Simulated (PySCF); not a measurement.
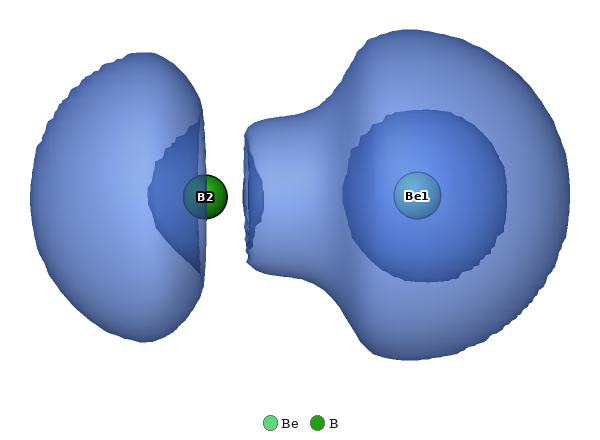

Figure 1: BeB (charge +1). Isosurface of the electron localisation function at 0.8 (blue), seen from one side. Only the valence region is drawn (cores and ρ < 0.01 e/Å³ removed).

These are results of PySCF, PBE0/def2-SVPD, non-relativistic Hamiltonian with scalar-relativistic core potentials where named, at a bond length of 2.217 Å, not measurements.

Question: Identify the bonds, lone pairs and shells in this picture.

Answer: The ELF exceeds this value in one lobe on B, pointing away from the bonds (lone pairs) and one region wrapped around Be (its valence shell). Along the contacts the grid gives the following. Be–B (2.22 Å): the ELF peaks at about 1 in the valence shell of B, 0.8 Å from its nucleus, and is about 1 at the midpoint.
